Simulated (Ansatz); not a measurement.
```yaml
atoms:
  - { symbol: Cl, position_ang: [-0.4587, 0.1284, 2.6096] }
  - { symbol: Si, position_ang: [-0.0943, 0.9208, 0.7473] }
  - { symbol: Si, position_ang: [0.2446, -0.8474, -0.7441] }
  - { symbol: Cl, position_ang: [-1.4631, -1.9705, -0.8480] }
  - { symbol: Cl, position_ang: [0.6567, -0.0376, -2.5838] }
  - { symbol: H, position_ang: [1.1141, 1.7780, 0.8251] }
  - { symbol: H, position_ang: [-1.2668, 1.7232, 0.3245] }
  - { symbol: H, position_ang: [1.3596, -1.7520, -0.3864] }
```

Geometry: PBE0-D4/def2-TZVP.

All numbers below come from RKS PBE0-D4/def2-TZVPP (Ansatz 0.2.0).

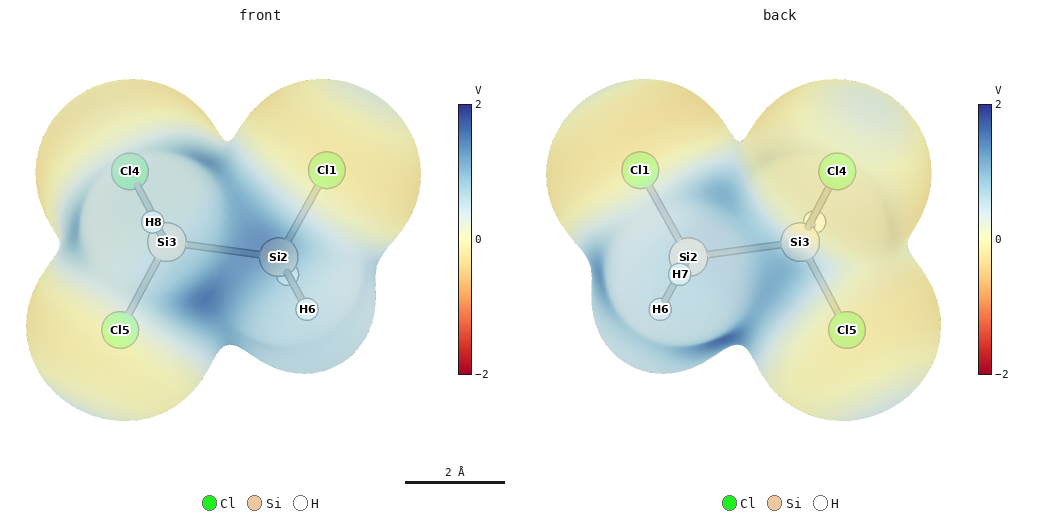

Cl₃H₃Si₂. The molecular electrostatic potential painted on the density surface at 0.002 e/bohr³, seen from the front and from behind; the colour scale runs from red (negative) to blue (positive).

Question: Which sites attract a positive test charge, and which a negative one?

Answer: A positive charge is drawn to the negative regions and a negative charge to the positive ones. The most negative region (about −0.3 V) lies over Cl1, Cl4 and Cl5, the most positive (about +1.6 V) over Si2 and Si3. Cl1 shows a σ-hole: about +0.3 V at the tip opposite its bond, against about −0.2 V on its flanks. Cl4 shows a σ-hole: about +0.3 V at the tip opposite its bond, against about −0.2 V on its flanks. Cl5 shows a σ-hole: about +0.4 V at the tip opposite its bond, against about −0.1 V on its flanks.
